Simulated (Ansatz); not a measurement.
# How Sr(100) screens a field, part 2 of 2

Where does the screening charge of Sr(100) sit?

Ansatz 0.2.0; plane-wave DFT, PBE, Ansatz PAW.

So far. Step 7 (Single point, field 0.15 V/Å): The dipole is 0.315 e·Å.

### Step 8. The response

This step: plane-wave DFT, PBE, Ansatz PAW; screening of a field by a metal slab (Ansatz 0.2.0).

The dipoles give the slope, and the difference of two potentials shows where the field is screened.

This step gave:

| Property | Result |
| --- | --- |
| equivalent conductor thickness p/(ε₀AE) | 20.52 Å |
| distance between the outer atoms | 15.20 Å |
| inner field over outer field | 0.001887 |
| image plane, upper face | 2.761 Å |
| induced electrons on the upper face over ε₀E | -0.9855 |
| image plane, lower face | 2.761 Å |
| induced electrons on the lower face over ε₀E | 0.9854 |

The dipole of the cell by applied field:

| applied field (V/Å) | dipole of the cell (e·Å) |
| --- | --- |
| -0.100 | -0.210 |
| -0.030 | -0.0629 |
| 0.000 | 5.0e-6 |
| 0.030 | 0.0629 |
| 0.100 | 0.210 |
| 0.150 | 0.315 |

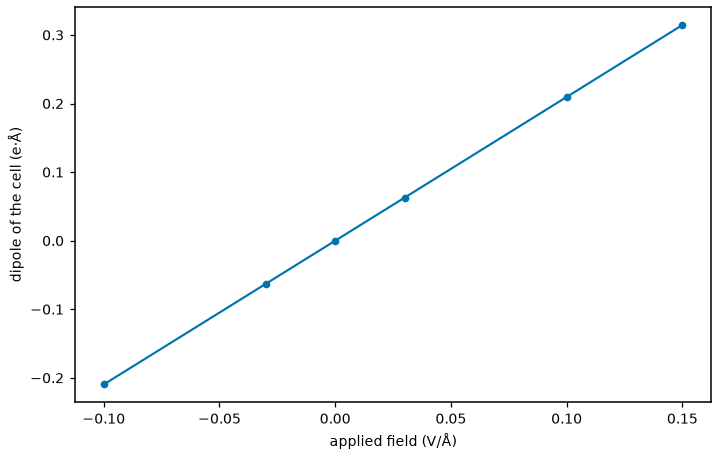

Dipole of the cell, plotted against applied field.

Local field over the applied field, running mean. From the potentials at -0.03 and 0.03 V/Å; running mean over 3.04 Å. Local field over applied field against z:

| z (Å) | local field over applied field |
| --- | --- |
| 5 | 0.887 |
| 6 | 0.668 |
| 7 | 0.329 |
| 8 | 0.0502 |
| 9 | -0.0535 |
| 10 | -0.0196 |
| 11 | 0.00666 |
| 12 | 0.00248 |
| 13 | 0.00187 |
| 14 | 0.00504 |
| 15 | 0.00323 |
| 16 | 0.00165 |
| 17 | 0.00159 |
| 18 | 0.00271 |
| 19 | 0.00502 |
| 20 | 0.00265 |
| 21 | 0.00153 |
| 22 | 0.00683 |
| 23 | -0.0105 |
| 24 | -0.0531 |
| 25 | 0.0146 |
| 26 | 0.262 |
| 27 | 0.606 |
| 28 | 0.856 |

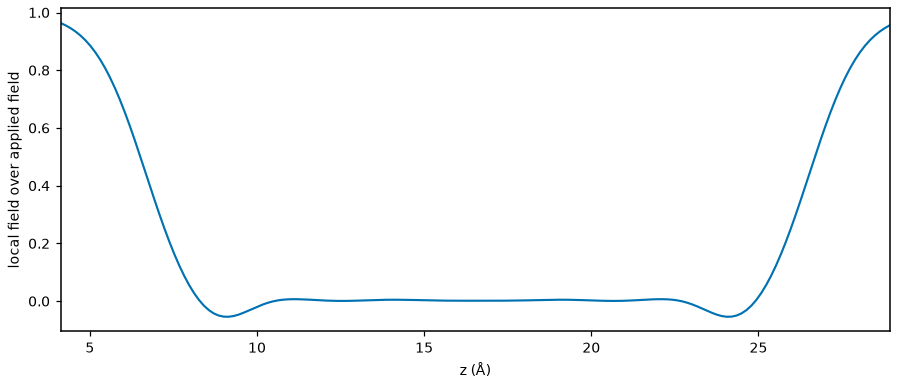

Local field over applied field against z.

The induced electron density oscillates, so the rows of the table below give means over windows of 3.98 Å about each position, cut where the curve ends. Its maxima inside the range that stand out by 2 % of the span (Å: e/Å³ per V/Å): 7.1: 0.00301, 11.1: 3.2e-4, 14.3: 1.6e-4, 17.4: 1.3e-4, 20.5: 2.4e-4, 24.2: 0.00104. Its minima: 9.0: -0.00104, 12.7: -2.3e-4, 15.8: -1.3e-4, 18.9: -1.6e-4, 22.1: -3.2e-4, 26.1: -0.00301.

Electrons, planar mean, per unit field. Table of induced electron density by z; means over each step:

| z (Å) | induced electron density (e/Å³ per V/Å) |
| --- | --- |
| 6.12 | 0.00157 |
| 10.10 | -1.8e-4 |
| 14.08 | -3.4e-5 |
| 18.06 | -1.4e-5 |
| 22.04 | 1.1e-4 |
| 26.02 | -0.00136 |

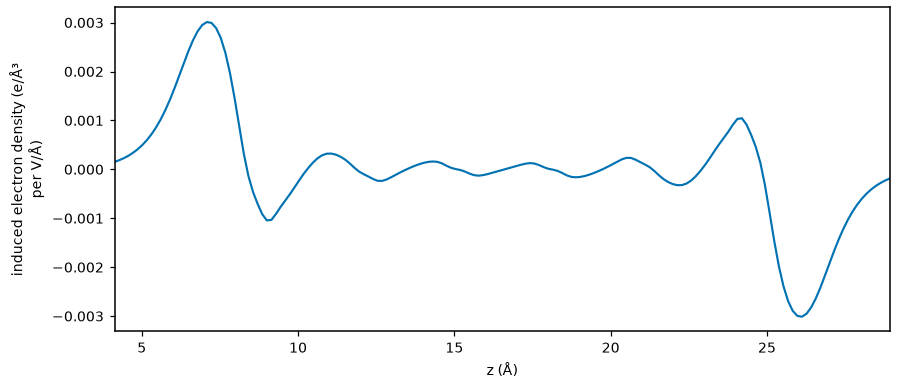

Induced electron density, plotted against z.

By hand: between -0.03 and 0.03 V/Å the dipole changes by 0.1257 e·Å, a slope of 2.095 e·Å²/V. A perfect conductor of thickness t has p = ε₀AEt, so t = 180.95 × 2.095 / 18.483 = 20.51 Å (e/ε₀ = 180.95 V·Å, A in Å²). Less the 15.20 Å between the outer atoms, and halved, that puts each image plane 2.66 Å out.

The induced dipole is that of a conductor 20.52 Å thick.

### Step 9. The same run with other settings: scf.initial_density.chi_scale = 0.0

This step: plane-wave DFT, PBE, Ansatz PAW (Ansatz 0.2.0).

A run with a changed input: it repeats the earlier run at 0.03 V/Å with scf.initial_density.chi_scale to 0.0.

Input file input.yaml:

```yaml
crystal:
  lattice:
    - [4.2992092296, 0.0, 0.0]
    - [0.0, 4.2992092296, 0.0]
    - [0.0, 0.0, 33.2]
  atoms:
    - { symbol: Sr, position: [0.5, 0.5, 0.2710843373] }
    - { symbol: Sr, position: [0.0, 0.0, 0.3626506024] }
    - { symbol: Sr, position: [0.5, 0.5, 0.4542168675] }
    - { symbol: Sr, position: [0.0, 0.0, 0.5457831325] }
    - { symbol: Sr, position: [0.5, 0.5, 0.6373493976] }
    - { symbol: Sr, position: [0.0, 0.0, 0.7289156627] }
kpoints:
  mp_grid: { grid: [12, 12, 1] }
hamiltonian:
  xc: pbe
scf:
  occupations: { method: fermi_dirac, width: 0.1 }
  convergence: { dr2_threshold: 1.0e-10 }
  initial_density: { chi_scale: 0.0 }
efield:
  axis: 3
  dipole_correction: true
  ramp_position: 0.97
  ramp_width: 0.06
  amplitude: 0.03
output:
  forces: true
  write_potential: true
  write_density: true
  volumetric_format: npy
```

Launch:

```console
$ ansatz run input.yaml --threads 2 --pin off --max-ram 3072MiB --backend cpu --events-out ev --progress --plain --runs-dir out
```

Numbers of over 12 decimals in the logs are rounded to 6 here.

What it wrote:

```text
[...]
Crystal: 6 atoms, lattice volume = 613.642 Å³
Basis set: ecut = 420 eV, 11911 PW (Γ), exchange–correlation on 60×60×450 points (8 copies of the dense FFT grid, shifted against one another)
Bands: 36, of which v1, the nominal top of the filled ones, is band 30 counted from 1 (29 counted from 0)
Symmetry: 8 space group operations
k-points: 28 of 144
[...]
SCF iter   1: F=—  HF=-21265.382472 eV  |F-HF|=—  |Δ(HF+E_count)|=         —  Δρ=6.64e-3  dr2=1.45e1  ethr=3.10e-3  p=0.000 e·Å  D=7.64e-14 V/Å  ΔV_dip=-0.00 eV  dr2_dipole=3.60e0  V_vac-E_F(+/−)=4.84/3.92 eV  ⟨swp⟩=16.7  Hψ=15151  notcnv=0
[...]
SCF iter  14: F=-21264.652695 eV  HF=-21264.652695 eV  |F-HF|=3.27e-11  |Δ(HF+E_count)|=  1.02e-10  Δρ=6.70e-8  dr2=7.00e-11  ethr=1.00e-12  p=0.063 e·Å  D=1.85e-2 V/Å  ΔV_dip=-0.62 eV  dr2_dipole=2.93e-16  V_vac-E_F(+/−)=2.69/2.39 eV  ⟨swp⟩=14.1  Hψ=7955  notcnv=0
SCF 1 converged in 14 iterations: F = -21264.652695 eV  dr2 = 7.00e-11
[...]
SCF converged after 14 iterations
Free energy (F): -21264.652695 eV
[...]
Internal energy: -21264.393628 eV  (E = F + TS)
E sigma→0 (E₀):  -21264.523161 eV
Entropy (-TS):   -0.259067 eV (-43.178 meV/atom)
Fermi energy:    1.623825 eV
Dipole field:    D = 0.018538 V/Å  (p = 0.062868 e·Å, saw-weighted, corrected)
Work function:   not extracted (applied field tilts the vacuum); planar V_es + V_field profile in the machine report
[...]
--- Forces (eV/Å), atoms counted from 1 ---
  atom   1  Sr     0.00000000     0.00000000     0.08067351
  atom   2  Sr    -0.00000000     0.00000000    -0.05400238
  atom   3  Sr     0.00000000     0.00000000    -0.00035575
  atom   4  Sr     0.00000000     0.00000000     0.00029617
  atom   5  Sr    -0.00000000     0.00000000     0.05486011
  atom   6  Sr    -0.00000000     0.00000000    -0.08147098
  max |Σ_I F_I| component: 6.77e-7 eV/Å
--- Band table (eV; the first three rows and the last of 28) ---
  k-point 0: bands = [... 26 lower, -1.0866, -0.4487, 0.2433, 0.8045, 2.0599, 2.0737, 2.1054, 2.1928, ... 8 higher]
  k-point 1: bands = [... 26 lower, -1.0202, -0.3854, 0.3051, 0.8680, 2.0653, 2.1009, 2.1318, 2.1982, ... 8 higher]
  k-point 2: bands = [... 26 lower, -0.8270, -0.2039, 0.4801, 1.0486, 2.0298, 2.1426, 2.1906, 2.2197, ... 8 higher]
  k-point 27: bands = [... 26 lower, 1.3732, 1.3736, 1.6500, 1.6501, 2.0279, 2.0279, 2.0783, 2.0783, ... 8 higher]
```

Wall time 78 s (2 threads of Arm Neoverse V1, shared host); peak memory 0.93 GiB.

This step gave:

* energy at zero smearing: -21264.5232 eV
* dipole along the normal: 0.06287 e·Å

Force by atom:

| atom | x (eV/Å) | y (eV/Å) | z (eV/Å) | size |
| --- | --- | --- | --- | --- |
| Sr1 | 0.0000 | 0.0000 | 0.0807 | 0.0807 |
| Sr2 | 0.0000 | 0.0000 | -0.0540 | 0.0540 |
| Sr3 | 0.0000 | 0.0000 | -0.0004 | 0.0004 |
| Sr4 | 0.0000 | 0.0000 | 0.0003 | 0.0003 |
| Sr5 | 0.0000 | 0.0000 | 0.0549 | 0.0549 |
| Sr6 | 0.0000 | 0.0000 | -0.0815 | 0.0815 |

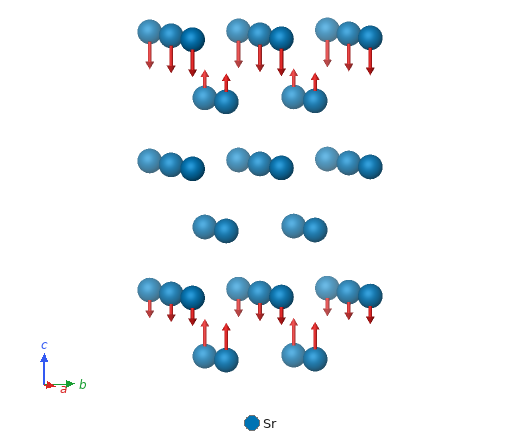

Force as arrows, the longest 0.0815 eV/Å. 2×2×1 cells are drawn. Some periodic images of atoms are drawn too.

| quantity | this run | earlier run | difference |
| --- | --- | --- | --- |
| dipole along the normal (e·Å) | 0.06287 | 0.06286 | 1.2e-5 |

The dipole moves by under 0.5 % or 5e-5 e·Å.

### Step 10. A changed input

An input spoilt on purpose, to show how the run answers: it repeats the earlier run at 0.03 V/Å with efield.ramp_position from 0.97 to 0.475, and scf.max_iter set to 50.

input.yaml: that of step 9 with these lines changed.

```diff
@@ -19,3 +19,3 @@
   convergence: { dr2_threshold: 1.0e-10 }
-  initial_density: { chi_scale: 0.0 }
+  max_iter: 50
 efield:
@@ -23,3 +23,3 @@
   dipole_correction: true
-  ramp_position: 0.97
+  ramp_position: 0.475
   ramp_width: 0.06
```

What it wrote:

```text
[...]
Crystal: 6 atoms, lattice volume = 613.642 Å³
Basis set: ecut = 420 eV, 11911 PW (Γ), exchange–correlation on 60×60×450 points (8 copies of the dense FFT grid, shifted against one another)
Bands: 36, of which v1, the nominal top of the filled ones, is band 30 counted from 1 (29 counted from 0)
Symmetry: 8 space group operations
k-points: 28 of 144
[...]
SCF iter   1: F=—  HF=-21264.366042 eV  |F-HF|=—  |Δ(HF+E_count)|=         —  Δρ=8.17e-3  dr2=1.56e1  ethr=3.10e-3  p=-0.867 e·Å  D=-2.56e-1 V/Å  ΔV_dip=8.49 eV  dr2_dipole=3.25e1  V_vac-E_F(+/−)=-9.10/-10.13 eV  ⟨swp⟩=17.0  Hψ=15749  notcnv=0
[...]
SCF iter  13: F=-21263.392706 eV  HF=-21263.392706 eV  |F-HF|=1.09e-11  |Δ(HF+E_count)|=  1.09e-11  Δρ=5.84e-8  dr2=5.39e-11  ethr=1.00e-12  p=-0.711 e·Å  D=-2.10e-1 V/Å  ΔV_dip=6.96 eV  dr2_dipole=6.83e-11  V_vac-E_F(+/−)=-9.53/-9.34 eV  ⟨swp⟩=14.2  Hψ=8132  notcnv=0
WARN: efield: at this solve's end the planar-averaged density reaches 3.72e-1 e/Å³ inside the ramp window [0.4449, 0.5651] (bound 1e-5 e/Å³); the window's nearer edge stands 0.00 Å from this solve's nearest atom along the axis. Its free energy, forces, stress, dipole, levels and responses can be off, and this figure does not tell by how much. The cell may have no vacuum along `efield.axis`. A short vacuum, a low `basis.ecutwfc` or `basis.ecutrho_ratio` and negative occupations (`scf.occupations.method`) can put density there. See the manual's quickstart, § The vacuum guard
SCF 1 converged in 13 iterations: F = -21263.392706 eV  dr2 = 5.39e-11
[...]
SCF converged after 13 iterations
Free energy (F): -21263.392706 eV
[...]
Internal energy: -21263.138148 eV  (E = F + TS)
E sigma→0 (E₀):  -21263.265427 eV
Entropy (-TS):   -0.254558 eV (-42.426 meV/atom)
Fermi energy:    1.615389 eV
Dipole field:    D = -0.209555 V/Å  (p = -0.710644 e·Å, saw-weighted, corrected)
Work function:   not extracted (applied field tilts the vacuum); planar V_es + V_field profile in the machine report
[...]
Vacuum region:   at the solve's end the planar-averaged density reaches 3.72e-1 e/Å³ inside the ramp window [0.4449, 0.5651] (bound 1e-5 e/Å³)
[...]
--- Forces (eV/Å), atoms counted from 1 ---
  atom   1  Sr     0.00000000     0.00000000     0.07721843
  atom   2  Sr     0.00000000     0.00000000    -0.18041826
  atom   3  Sr    -0.00000000     0.00000000     4.99380442
  atom   4  Sr     0.00000000     0.00000000    10.78361492
  atom   5  Sr     0.00000000     0.00000000    -0.08923341
  atom   6  Sr    -0.00000000     0.00000000    -0.08254646
  max |Σ_I F_I| component: 1.55e1 eV/Å
--- Band table (eV; the first three rows and the last of 28) ---
  k-point 0: bands = [... 26 lower, -1.1080, -0.4440, 0.2369, 0.8445, 1.9369, 2.0757, 2.1011, 2.1965, ... 8 higher]
  k-point 1: bands = [... 26 lower, -1.0409, -0.3808, 0.2992, 0.9067, 1.9469, 2.1004, 2.1275, 2.2029, ... 8 higher]
  k-point 2: bands = [... 26 lower, -0.8459, -0.1996, 0.4762, 1.0832, 1.9305, 2.1487, 2.1733, 2.2272, ... 8 higher]
  k-point 27: bands = [... 26 lower, 1.3636, 1.3862, 1.5381, 1.8694, 2.0397, 2.0397, 2.0783, 2.0783, ... 8 higher]
```

The job ended after 82 s (2 threads; peak memory 0.93 GiB; 2.4 min of CPU time).

| quantity | this run | earlier run | difference |
| --- | --- | --- | --- |
| dipole along the normal (e·Å) | -0.7106 | 0.06286 | -0.77 |

It moves by -0.773 e·Å.

With the ramp this near the atoms the program warns of density in it; these numbers are not the system's.

### Step 11. Outcome

| Quantity | Value |
| --- | --- |
| work function | 2.55 eV |
| image plane, upper face | 2.76 Å |
| induced electrons on the upper face over ε₀E | -0.985 |
| equivalent conductor thickness p/(ε₀AE) | 20.5 Å |
| inner field over outer field | 0.00189 |

In words: The induced charge has its centre 2.76 Å outside the outermost atoms; this is the plane from which a capacitor's gap or an image potential counts. The equivalent conductor thickness exceeds the distance between the outer atoms by 5.32 Å, about the sum of the two image-plane distances. In the middle of the slab the field is screened to under 0.5 % of its outer value. The atoms are held at bulk positions with the tabulated experimental lattice constant.

[Logs are printed without paths, hosts, clocks, repeated set-up lines and the standing remarks that a program may print on its own settings, such as how far it seeks lower states.]

[Hosts, paths, dates, database ids (printed as entryN), source tags and the programs' standing remarks are cut or masked in the printed files.]

[Maps of the electrostatic potential energy from Ansatz leave out the sawtooth potential of an applied field or a dipole correction, so their vacuum need not be flat; planar profiles and work functions include it.]
